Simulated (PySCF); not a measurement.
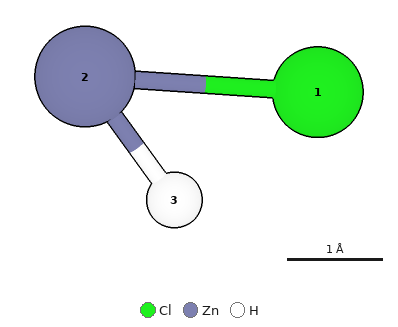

Figure 1. The structure (ball-and-stick view, seen at a tilt; atoms are numbered from 1 in the order of the input). Sticks mark near contacts. Bond lengths as drawn: Cl–Zn 2.52 Å and H–Zn 1.63 Å.

Run report: ZnHCl, frequency calculation

- system: ZnHCl
- method: HF/Sapporo-DZP, RHF, sfX2C (PySCF 2.14.0)

The geometry was optimised with HF/Sapporo-DZP saddle symmetrised. Figures and captions count atoms from 1; the log counts them from 0 in places.

## The program's output
```
PySCF version 2.14.0

[INPUT] num. atoms = 3
[INPUT] num. electrons = 48
[INPUT] charge = 0
[INPUT] spin (= nelec alpha-beta = 2S) = 0
[INPUT] symmetry False subgroup None
[INPUT] Mole.unit = angstrom
[INPUT] Symbol           X                Y                Z      unit          X                Y                Z       unit  Magmom
[INPUT]  1 Cl     1.438438000000  -0.426799000000   0.643215000000 AA    2.718253867167  -0.806533220238   1.215500189212 Bohr   0.0
[INPUT]  2 Zn    -0.773141000000   0.244110000000  -0.361107000000 AA   -1.461024745672   0.461301044268  -0.682393331663 Bohr   0.0
[INPUT]  3 H     -0.423166000000  -0.829069000000   0.809356000000 AA   -0.799667845228  -1.566713348367   1.529461177273 Bohr   0.0

nuclear repulsion = 121.568282048348
number of shells = 25
number of NR pGTOs = 181
number of NR cGTOs = 63
basis = sapporo-dzp
ecp = {}

******** <class 'pyscf.soscf.newton_ah.SecondOrderDFsfX2C1eRHF'> ********
method = SecondOrderDFsfX2C1eRHF
initial guess = minao
damping factor = 0
level_shift factor = 0
DIIS = <class 'pyscf.scf.diis.CDIIS'>
diis_start_cycle = 1
diis_space = 8
diis_damp = 0
SCF conv_tol = 1e-09
SCF conv_tol_grad = None
SCF max_cycles = 100
direct_scf = False

******** <class 'pyscf.x2c.sfx2c1e.SpinFreeX2CHelper'> ********
approx = 1e
xuncontract = 1
******** <class 'pyscf.df.df_jk.DFsfX2C1eRHF'> Newton solver flags ********
SCF tol = 1e-09
conv_tol_grad = None
max. SCF cycles = 100
direct_scf = False
max_cycle_inner = 12
max_stepsize = 0.05
ah_start_tol = 1e+09
ah_level_shift = 0
ah_conv_tol = 1e-12
ah_lindep = 1e-14
ah_start_cycle = 1
ah_max_cycle = 40
ah_grad_trust_region = 2.5
kf_interval = 4
kf_trust_region = 5
canonicalization = True
Set conv_tol_grad to 3.16228e-05
Initial guess from minao.
******** <class 'pyscf.df.df.DF'> ********
auxbasis = None
ETB for Cl: l = 0, exps = 0.344873 * 2^n , n = 0..17
ETB for Cl: l = 1, exps = 0.2938015771972642 * 2^n , n = 0..14
ETB for Cl: l = 2, exps = 0.2502932 * 2^n , n = 0..11
ETB for Cl: l = 3, exps = 0.4125559107786482 * 2^n , n = 0..8
ETB for Cl: l = 4, exps = 0.680012 * 2^n , n = 0..4
ETB for H: l = 0, exps = 0.2438992 * 2^n , n = 0..6
ETB for H: l = 1, exps = 0.38494343319298224 * 2^n , n = 0..5
ETB for H: l = 2, exps = 0.607552 * 2^n , n = 0..3
ETB for Zn: l = 0, exps = 0.102208 * 2^n , n = 0..19
ETB for Zn: l = 1, exps = 0.1657624501749416 * 2^n , n = 0..16
ETB for Zn: l = 2, exps = 0.2219951255681079 * 2^n , n = 0..15
ETB for Zn: l = 3, exps = 0.3600349868998845 * 2^n , n = 0..12
ETB for Zn: l = 4, exps = 0.482172 * 2^n , n = 0..10
ETB for Zn: l = 5, exps = 0.9744693433577066 * 2^n , n = 0..6
ETB for Zn: l = 6, exps = 1.969402 * 2^n , n = 0..2

WARN: Even tempered Gaussians are generated as DF auxbasis for  Cl H Zn

  HOMO = -0.268387128322685  LUMO = -0.0710719551273886  gap/eV = 5.36922
Initial guess E= -2252.14208660441  |g|= 0.332655
macro= 0  E= -2252.19143675736  delta_E= -0.0493502  |g|= 0.0934248  3 KF 10 JK
macro= 1  E= -2252.19316292721  delta_E= -0.00172617  |g|= 0.00557491  3 KF 10 JK
macro= 2  E= -2252.19316329016  delta_E= -3.62954e-07  |g|= 0.000122395  2 KF 8 JK
macro= 3  E= -2252.19316329016  delta_E= -1.36424e-12  |g|= 1.19821e-05  1 KF 2 JK
Canonicalize SCF orbitals
macro X = 4  E=-2252.19316329016  |g|= 1.19821e-05  total 10 KF 35 JK
converged SCF energy = -2252.19316329016
E(HF) = -2252.193163290
Mode                                 0                   1                   2
Irrep
Freq [cm^-1]                    -1480.1806            221.2333           1587.3749
Reduced mass [au]                   1.0316             31.1147              1.0236
Force const [Dyne/A]               -1.3316              0.8973              1.5196
Char temp [K]                       0.0000            318.3054           2283.8791
Normal mode                   x     y     z       x     y     z       x     y     z
       0  Cl                 0.01  0.01 -0.01    0.12 -0.04  0.05   -0.01 -0.00  0.00
       1  Zn                 0.01 -0.01  0.01   -0.06  0.02 -0.03    0.00 -0.01  0.01
       2   H                -0.98 -0.07 -0.06   -0.06  0.04 -0.05    0.01  0.68 -0.71
temperature 800.0000 [K]
pressure 101325.00 [Pa]
Rotational constants [GHz] 332.79956 3.46171 3.42608
Symmetry number 1
Zero-point energy (ZPE) 0.00412 [Eh]   10817.879 [J/mol]
                           tot       elec      trans        rot        vib
Entropy [J/mol/K]       308.945      0.000    186.923    104.047     17.974
Cv [J/mol/K]             37.541      0.000     12.472     12.472     12.598
Cp [J/mol/K]             45.855      0.000     20.786     12.472     12.598
Internal energy [J/mol]                      9977.352   9977.352  17393.571
Internal energy [Eh]   -2252.17894  -2252.19316
Enthalpy [J/mol]                            16628.920   9977.352  17393.571
Enthalpy [Eh]          -2252.17640
Gibbs free energy [J/mol]                  -132909.853 -73260.302   3013.984
Gibbs free energy [Eh] -2252.27054
```

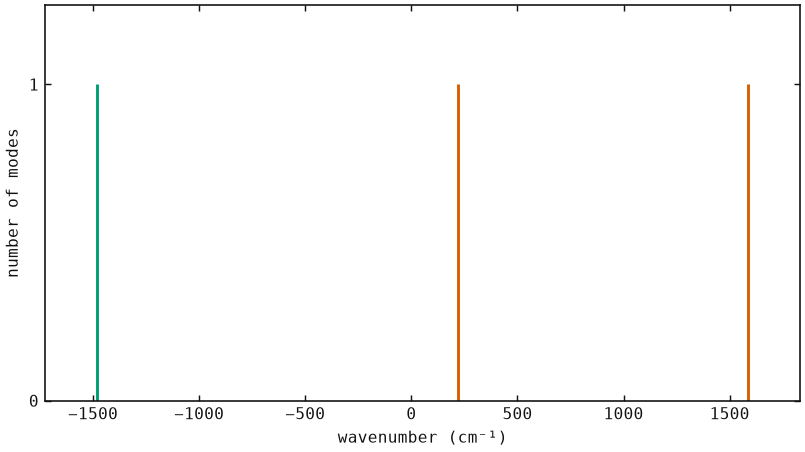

Figure 2. Harmonic vibrational wavenumbers from the force constants; neighbouring modes closer than 14 cm⁻¹ are counted in one stick, and imaginary ones are drawn at negative wavenumbers. 3 modes from 1480i to 1587 cm⁻¹, 1 imaginary beyond 8i (1480i cm⁻¹): a first-order saddle point, if the geometry is stationary.

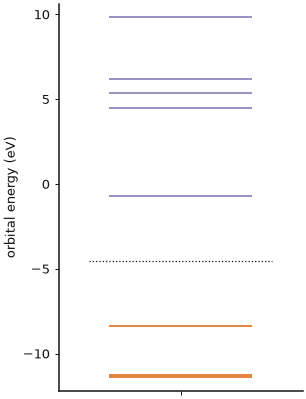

Figure 3. Orbital energies near the frontier; the dotted line parts filled from empty levels, and levels within 0.02 eV of each other stand side by side. Highest filled −8.36 eV, lowest empty −0.71 eV, 7.65 eV apart.

This output came from the following input.

## Input file (run.py)
```python
from pyscf import gto, symm
from pyscf.hessian import thermo

molecule = gto.M(
    atom='start.xyz',
    basis='sapporo-dzp',
    verbose=4,
    max_memory=1860,
)

mf = molecule.RHF()
mf = mf.sfx2c1e()
mf = mf.density_fit()
mf.max_cycle = 100
mf = mf.newton()
mf.kernel()

e_final = mf.e_tot
print('E(%s) = %.9f' % ('HF', e_final))
hess = mf.Hessian().kernel()
modes = thermo.harmonic_analysis(molecule, hess)
thermo.dump_normal_mode(molecule, modes)
symm.geom.TOLERANCE = 1e-3  # for the symmetry number
th = thermo.thermo(mf, modes['freq_au'], 800, 101325)
thermo.dump_thermo(molecule, th)
```

## File start.xyz
```
3

Cl     1.438438    -0.426799     0.643215
Zn    -0.773141     0.244110    -0.361107
H     -0.423166    -0.829069     0.809356
```

Launch command:
```bash
OMP_NUM_THREADS=1 python run.py
```

## Key numbers

```csv
quantity,value
outcome,converged
total energy,−2252.193163 hartree
basis functions,63
HOMO,−8.36 eV
LUMO,−0.71 eV
zero-point energy,0.004120 hartree
dipole moment,5.41 D
"wavenumbers, lowest and highest",1480i and 1587 cm⁻¹
hardware,"1 thread of Arm Neoverse V2, 24 GiB of memory available, shared host"
wall time,37 s
peak memory,0.76 GiB
```
